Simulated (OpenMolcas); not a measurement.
# One shape, several levels: InHF2 (SMILES [F][InH][F])

Wanted: a comparison of 6 runs (HF/STO-3G, B2PLYP/def2-TZVP, M06-L/def2-TZVP, PBE0/def2-TZVP, revPBE/def2-TZVP, MP2/def2-TZVP) of InHF2. 

The calculation is run with OpenMolcas 26.06.

### 1 Starting point

The species is InHF2 (4 atoms), meant as a singlet with charge 0. SMILES: `[F][InH][F]`. The In2–H4 distance was set to 2.522 Å, away from the relaxed value. At this shape a bond of the SMILES string is far longer than usual.

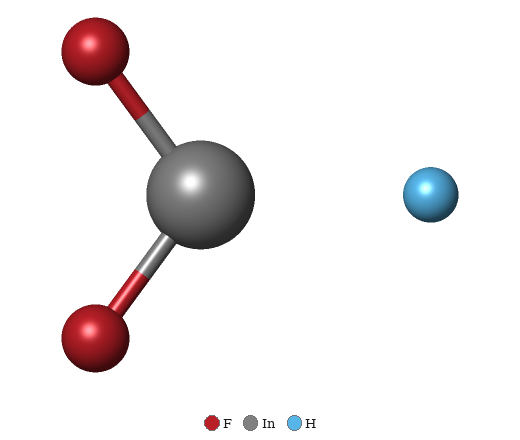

Viewed from a chosen angle; fluorine red, indium grey, hydrogen blue.

### 2 A single-point energy at HF/STO-3G (run 1)

The input, mol.inp:

```
* F2HIn Hartree-Fock
>>> EXPORT MOLCAS_PRINT=2

&GATEWAY
  BasLib=$CurrDir
  Coord
  4
  bohr
  F     -3.50563660    -2.57307566     1.30373717
  In    -0.22110363    -1.09417599     0.67993858
  F      2.22987116    -3.20783466     2.37993620
  H      0.69050593     2.83345535    -1.86100229
  Basis=STO-3G
  Group=NoSym

&SEWARD

&SCF
  Thresholds=1e-10 1e-07 1e-07 1e-05
  PrOrbitals=1 1
```

The basis set STO-3G is read from a file made from the Basis Set Exchange's data (not shown).

Run with:

```console
export MOLCAS_MEM=1860
pymolcas mol.inp > mol.log
```

The program printed:

```text
--- Start Module: gateway ---
[...]
--- Stop Module: gateway /rc=_RC_ALL_IS_WELL_ ---
--- Start Module: seward ---
[...]
      Basis functions           38
--- Stop Module: seward /rc=_RC_ALL_IS_WELL_ ---
--- Start Module: scf ---
[...]
       Convergence after  12 Iterations
[...]
::    Total SCF energy                              -5879.3987635993
[...]
      Total spin, S                                     0.0000000000
[...]
      Total electronic charge=   68.000000
      Total            charge=   -0.000000
[...]
      Dipole Moment (debye):
      Origin of the operator (angstrom)=   -0.1683   -0.8001    0.5028
                   X=  2.0142E-01               Y=  8.6909E-01               Z= -5.6186E-01           Total=  1.0543E+00
      Quadrupole Moment (debye*angstrom):
[...]
--- Stop Module: scf /rc=_RC_ALL_IS_WELL_ ---
[...]
```

It took 1.9 s on 1 thread of Arm Neoverse V1, shared host; peak memory 0.37 GiB.

### 3 A single-point energy at B2PLYP/def2-TZVP (core potential) (run 2)

The input, struct.xyz:

```xyz
4

F     -1.855103    -1.361613     0.689908
In    -0.117003    -0.579013     0.359808
F      1.179997    -1.697513     1.259408
H      0.365400     1.499400    -0.984800
```

The input, test.inp:

```
&GATEWAY
 BasLib=$CurrDir
 Coord=struct.xyz
 Basis=def2-TZVP
 Group=NoSym

&SEWARD
 GridInput
 Grid=UltraFine
 End of Grid

&SCF
 KSDFT=B2PLYP_SCF
 Thresholds=1e-10 1e-07 1e-07 1e-05
 PrOrbitals=1 1

&MBPT2
 Frozen=6
```

The basis set def2-TZVP is read from a file made from the Basis Set Exchange's data (not shown).

Run with:

```console
export MOLCAS_MEM=1860
pymolcas test.inp > test.log
```

The program printed:

```text
--- Start Module: gateway ---
[...]
--- Stop Module: gateway /rc=_RC_ALL_IS_WELL_ ---
[...]
      Basis functions          118
[...]
--- Start Module: scf ---
[...]
       Convergence after  14 Iterations
[...]
::    Total KS-DFT energy                            -389.9171048418
[...]
      Total spin, S                                     0.0000000000
[...]
      Total electronic charge=   40.000000
      Total            charge=   -0.000000
[...]
      Dipole Moment (debye):
      Origin of the operator (angstrom)=   -0.1683   -0.8001    0.5028
                   X=  5.4331E-01               Y=  2.3426E+00               Z= -1.5151E+00           Total=  2.8422E+00
      Quadrupole Moment (debye*angstrom):
[...]
--- Stop Module: scf /rc=_RC_ALL_IS_WELL_ ---
[...]
--- Start Module: mbpt2 ---
[...]
 ###    WARNING: MP2 implementation intended for RHF references only         ###
 ###############################################################################
MBPT2 WARNING: Reference function according to RunFile:KS-DFT
I'll assume you know what you're doing and continue
WARNING!
Default frozen orbitals as non valence orbitals is overwritten by user input.
Default values:   2
[...]
       Reference weight ( Cref**2 )         =        0.76489
::    Total MBPT2 energy                             -390.8689813078
[...]
      Total MBPT2 calculations                           0.81      0.84
--- Stop Module: mbpt2 /rc=_RC_ALL_IS_WELL_ ---
[...]
```

Run time: 29 s. Hardware: 1 thread of Arm Neoverse V1, shared host; peak memory 0.74 GiB.

### 4 A single-point energy at M06-L/def2-TZVP (core potential) (run 3)

struct.xyz is that of step 3.

The input, test.input:

```
>>> EXPORT MOLCAS_PRINT=2

&GATEWAY
 BasLib
 $CurrDir
 Coord
 struct.xyz
 Basis
 def2-TZVP
 Group
 NoSym

&SEWARD
 GridInput
 Grid=UltraFine
 End of Grid

&SCF
 KSDFT
 M06L
 Thresholds
 1e-10 1e-07 1e-07 1e-05
 PrOrbitals
 1 2
```

The basis set def2-TZVP is read from a file made from the Basis Set Exchange's data (not shown).

Run with:

```console
export MOLCAS_MEM=1860
pymolcas test.input > test.log
```

The program printed:

```text
--- Start Module: gateway ---
[...]
--- Stop Module: gateway /rc=_RC_ALL_IS_WELL_ ---
--- Start Module: seward ---
[...]
      Basis functions          118
--- Stop Module: seward /rc=_RC_ALL_IS_WELL_ ---
[...]
--- Start Module: scf ---
[...]
       Convergence after  20 Iterations
[...]
::    Total KS-DFT energy                            -390.6083002752
[...]
      Total spin, S                                     0.0000000000
[...]
      Total electronic charge=   40.000000
      Total            charge=   -0.000000
[...]
      Dipole Moment (debye):
      Origin of the operator (angstrom)=   -0.1683   -0.8001    0.5028
                   X=  4.6085E-01               Y=  1.9871E+00               Z= -1.2852E+00           Total=  2.4109E+00
      Quadrupole Moment (debye*angstrom):
[...]
--- Stop Module: scf /rc=_RC_ALL_IS_WELL_ ---
[...]
```

Run time: 46 s. Hardware: 1 thread of Arm Neoverse V1, shared host; peak memory 0.74 GiB.

Runs 4 to 5 aren't shown in full; the table further down has their settings and results.

### 5 The energy at MP2/def2-TZVP (core potential) (run 6)

The input, coord.xyz:

```xyz
4

F     -1.855103    -1.361613     0.689908
In    -0.117003    -0.579013     0.359808
F      1.179997    -1.697513     1.259408
H      0.365400     1.499400    -0.984800
```

The input, job.inp:

```
* F2HIn MP2

&GATEWAY
 BasLib
 $CurrDir
 Coord
 coord.xyz
 Basis
 def2-TZVP
 Group
 NoSym

&SEWARD

&SCF
 Thresholds
 1e-10 1e-07 1e-07 1e-05
 PrOrbitals
 1 2

&MBPT2
 Frozen
 6
```

The basis set def2-TZVP is read from a file made from the Basis Set Exchange's data (not shown).

Run with:

```console
export MOLCAS_MEM=1860
pymolcas job.inp > job.log
```

The program printed:

```text
--- Start Module: gateway ---
[...]
--- Stop Module: gateway /rc=_RC_ALL_IS_WELL_ ---
[...]
      Basis functions          118
[...]
--- Start Module: scf ---
[...]
       Convergence after  13 Iterations
[...]
::    Total SCF energy                               -388.7315661207
[...]
      Total spin, S                                     0.0000000000
[...]
      Total electronic charge=   40.000000
      Total            charge=   -0.000000
[...]
      Dipole Moment (debye):
      Origin of the operator (angstrom)=   -0.1683   -0.8001    0.5028
                   X=  5.2382E-01               Y=  2.2588E+00               Z= -1.4608E+00           Total=  2.7405E+00
      Quadrupole Moment (debye*angstrom):
[...]
--- Stop Module: scf /rc=_RC_ALL_IS_WELL_ ---
[...]
--- Start Module: mbpt2 ---
[...]
WARNING!
Default frozen orbitals as non valence orbitals is overwritten by user input.
Default values:   2
[...]
       Reference weight ( Cref**2 )         =        0.84606
::    Total MBPT2 energy                             -389.5162558307
[...]
      Total MBPT2 calculations                           0.76      0.85
--- Stop Module: mbpt2 /rc=_RC_ALL_IS_WELL_ ---
[...]
```

It took 17 s on 1 thread of Arm Neoverse V1, shared host; peak memory 0.74 GiB.

### 6 Overview of the runs

```
run                              level  frozen core orbitals  integration grid   energy (Eh)  dipole moment (D) of the reference  HOMO energy (eV)  LUMO energy (eV)  wall time
  1                          HF/STO-3G                     –                 –  -5879.398764                                1.05             -6.83              5.19      1.9 s
  2  B2PLYP/def2-TZVP (core potential)                     6         UltraFine   -390.174111                                2.84             -9.71             -2.98       29 s
  3   M06-L/def2-TZVP (core potential)                     –         UltraFine   -390.608300                                2.41             -7.88             -4.64       46 s
  4    PBE0/def2-TZVP (core potential)                     –         UltraFine   -390.299107                                2.73             -8.80             -4.05       31 s
  5  revPBE/def2-TZVP (core potential)                     –         UltraFine   -390.485580                                2.37             -7.64             -4.72       40 s
  6     MP2/def2-TZVP (core potential)                     6                 –   -389.516256                                2.74            -11.10             -0.83       17 s
```

### 7 What came out

| quantity | value |
| --- | --- |
| run 6: total energy | -389.51626 Eh |
| run 6: dipole moment (mean-field density) | 2.74 D |
| run 6: HOMO energy (Hartree–Fock orbitals) | -11.10 eV |
| run 6: LUMO energy (Hartree–Fock orbitals) | -0.83 eV |
| run 6: HOMO–LUMO gap (Hartree–Fock orbitals) | 10.28 eV |
| run 6: correlation energy (6 core orbitals frozen) | -784.7 mEh |

**Reading.** Over runs 1, 2, 3, 4, 5 the dipole moment (its size) runs from 1.05 D (HF/STO-3G) to 2.84 D (B2PLYP/def2-TZVP). The two ends differ in method and basis and core potential. A double hybrid's value is that of its SCF part. Over runs 1, 2, 3, 4, 5 the HOMO–LUMO gap runs from 2.92 eV (revPBE/def2-TZVP) to 12.02 eV (HF/STO-3G). For B2PLYP the log adds the whole second-order term; the table takes 0.27 of it, as the functional is defined. Totals of different functionals can't be ranked against each other. Some runs of one species differ in core potentials or relativity; totals across that change don't compare. In run 1 the basis is minimal, so the values are rough. In run 1 relativity is left out where basis or elements ask for it. All runs together took 2.8 min, the longest 46 s.
